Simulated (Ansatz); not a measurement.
**C4H9F2In: density, localisation and related maps**

Input

```
crystal:
  periodic: [false, false, false]
  atoms:
    - {symbol: C, position_ang: [-1.379185, -0.284740, 0.642475]}
    - {symbol: C, position_ang: [-0.015639, -0.561863, 0.018142]}
    - {symbol: C, position_ang: [-0.090916, -0.486390, -1.503231]}
    - {symbol: C, position_ang: [1.057249, 0.369853, 0.574784]}
    - {symbol: F, position_ang: [-1.053622, 2.828593, -0.920531]}
    - {symbol: F, position_ang: [1.485866, 4.104637, 0.483466]}
    - {symbol: In, position_ang: [0.582515, 2.413592, 0.098313]}
    - {symbol: H, position_ang: [-2.125402, -1.023866, 0.313655]}
    - {symbol: H, position_ang: [-1.339305, -0.315847, 1.742768]}
    - {symbol: H, position_ang: [-1.749751, 0.708563, 0.329885]}
    - {symbol: H, position_ang: [0.289427, -1.588955, 0.297840]}
    - {symbol: H, position_ang: [-0.458569, 0.506489, -1.820498]}
    - {symbol: H, position_ang: [0.890305, -0.664833, -1.970742]}
    - {symbol: H, position_ang: [-0.793489, -1.232357, -1.904722]}
    - {symbol: H, position_ang: [2.054641, 0.172349, 0.151697]}
    - {symbol: H, position_ang: [1.142661, 0.314399, 1.671364]}
basis:
  gaussian:
    orbitals: def2-SVPD
magnetization:
  spin_polarized: false
hamiltonian:
  xc: {name: PBE0}
output: {forces: true, orbitals: {seedname: orbitals}}
```

Command:

```sh
ansatz run input.yaml --threads 2 --pin off --max-ram 6090MiB --events-out events.jsonl --progress --plain --runs-dir runs
```

Geometry: PBE0-D4/def2-SVP; core potentials replace the inner electrons of In.

Theory: isolated molecule in a Gaussian basis; Kohn-Sham density functional theory, functional PBE0 (Ansatz 0.2.0).

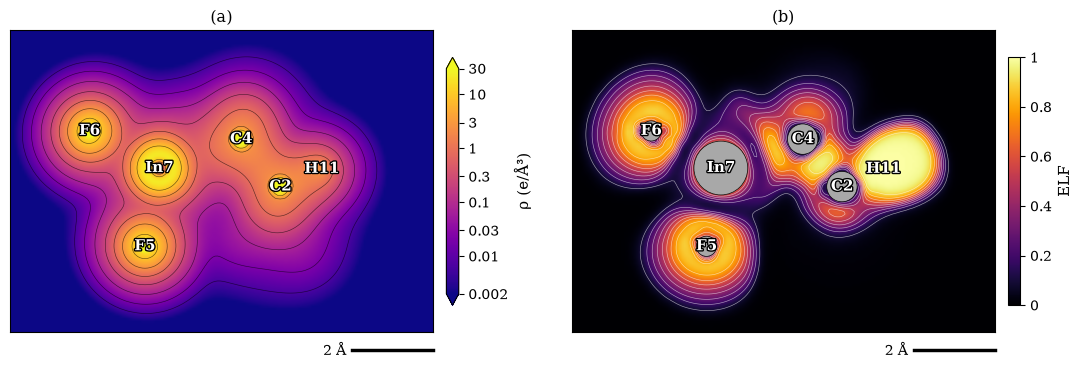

Figure 1. (a) electron density; (b) electron localisation function on the plane of atoms C4, In7 and F6. Grey discs cover the atomic cores in the ELF map.

### Read the bonding off the picture.

The plane passes through C, F, In and H nuclei. C–C (1.53 Å): ρ at the midpoint is about 1.6 e/Å³; the ELF peaks at about 0.95 between the atoms: localised, covalent bonding. In–F (1.96 Å): ρ is about 0.72 e/Å³ halfway; the ELF peaks at about 0.85 in the valence shell of F, 0.5 Å from its nucleus, and drops to about 0.10 between the two atoms. C–In (2.15 Å): ρ is about 0.66 e/Å³ halfway; the ELF peaks at about 0.85 in the valence shell of C, 0.7 Å from its nucleus, and drops to about 0.20 between the two atoms. C–H (1.11 Å): ρ at the midpoint is about 1.9 e/Å³; the ELF climbs to about 1 towards the hydrogen, as it does in any bond to H: an ordinary covalent bond to hydrogen. The ELF also peaks beside F5 and F6, away from the bonds: lone-pair regions.

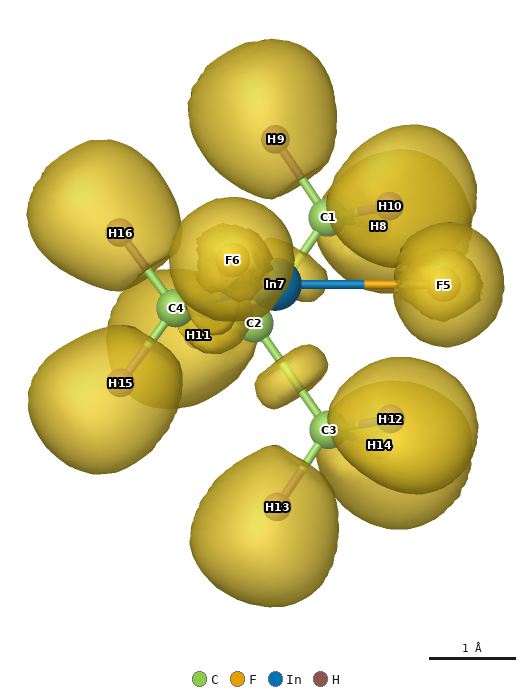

Figure 2. Isosurface of the ELF at 0.8 (yellow), seen at an oblique angle. Core shells and regions of very low density are left out.

### What do the ELF domains correspond to?

At this value the surface marks out three regions between bonded C–C atoms (shared pairs), nine regions around hydrogen nuclei, one lobe of the valence shell of C pointing towards In (polar bonds) and two regions wrapped around F (the valence shell of each).

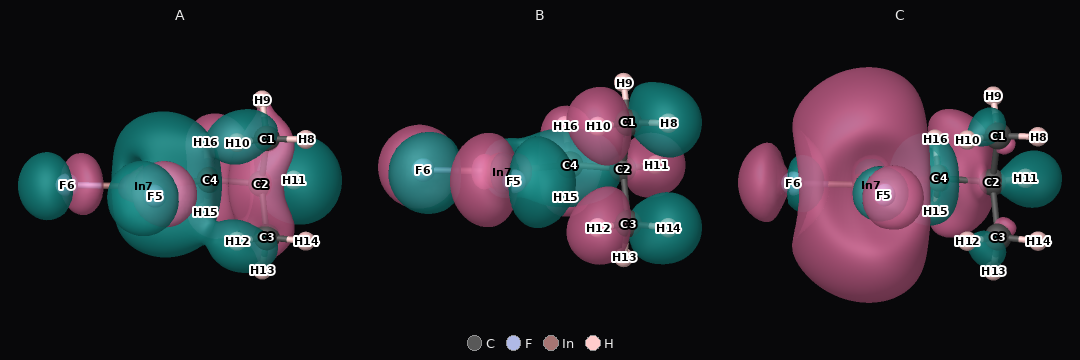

Figure 3. Three frontier orbitals at ±0.05 Å⁻³ᐟ² (teal and pink are the two phases), in no order.

### Order the three orbitals by energy and name them.

B is the HOMO−1 (−9.91 eV). Its weight (Hirshfeld) is mainly on F5 (about 40 %) and F6 (about 25 %). A is the HOMO (−8.59 eV). It lies mainly on C4 (about 25 %), In7 (about 20 %), F5 (about 15 %), C2 (about 10 %), F6 (about 10 %) and H11 (about 10 %). C is the LUMO (−1.70 eV). It lies mainly on In7 (about 55 %), C4 (about 15 %), F6 (about 10 %) and F5 (about 5 %).

### What is the HOMO–LUMO gap?

6.89 eV between the orbital energies.

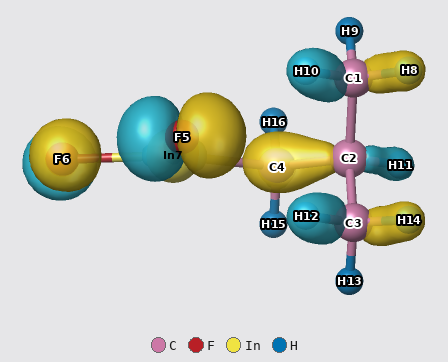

Figure 4. The HOMO−1 at ±0.15 Å⁻³ᐟ² (yellow and cyan are the two phases), seen at a tilt.

### Describe this orbital and give its energy.

Its weight (Hirshfeld) is mainly on F5 (about 40 %) and F6 (about 25 %). Its energy is −9.91 eV.
